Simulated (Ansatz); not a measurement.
**InCl2O (SMILES [O][In]([Cl])[Cl]): methods side by side**

InCl2O has 4 atoms, charge 0, and is taken as a doublet. SMILES: `[O][In]([Cl])[Cl]`. Geometry: optimised at wB97X-V/def2-SVP.

Quantity: the adiabatic ionisation energy (to the singlet cation, shapes relaxed at wB97X-V/def2-SVP, no zero-point term), in eV. The values are calculated.

```csv
level,kind,program,value (eV),less CCSD(T)/def2-SVP,CPU time (all runs)
UHF/def2-SVP (core potential),Hartree–Fock,Ansatz,10.45,+1.02,7.3 s
USVWN5/def2-SVP (core potential),LDA,Ansatz,8.93,-0.50,4.5 s
U-r2SCAN/def2-SVP (core potential),meta-GGA,Ansatz,9.76,+0.33,15 s
UPBE0-D4/def2-SVP (core potential),global hybrid,Ansatz,9.69,+0.26,8.9 s
U-wB97M-V/def2-SVP (core potential),range-separated hybrid,Ansatz,9.61,+0.18,33 s
UB2PLYP/def2-SVP (core potential),double hybrid,Ansatz,9.47,+0.04,13 s
RPA@PBE/def2-SVP (core potential),RPA,Ansatz,9.48,+0.05,16 s
UMP2/def2-SVP (core potential),perturbation theory,Ansatz,9.25,-0.18,8 s
UCCSD(T)/def2-SVP (core potential),coupled cluster or CI,Ansatz,9.43,0.00,19 s
```

UCCSD(T)/def2-SVP (core potential) is the highest level here, not the true value. Spin-orbit coupling, which can split open shells on such heavy atoms by tenths of an eV, is left out. The values span 8.93 to 10.45 eV. In the correlated wave-function rows the outer d shell of In is correlated, in sets not made for it. Times are those of the runs behind each value, whatever else they computed, on shared processors of several kinds: orders of magnitude only.

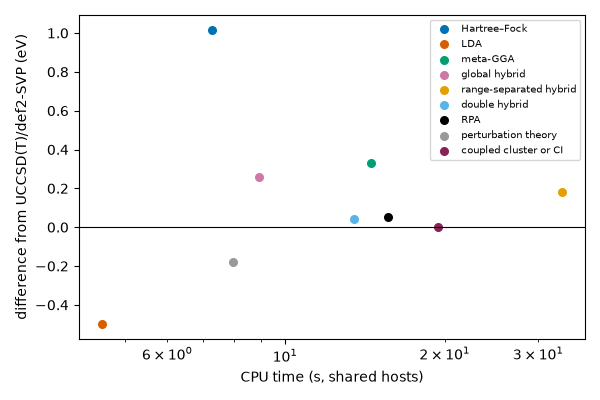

Difference from UCCSD(T)/def2-SVP against processor time, one point a level.
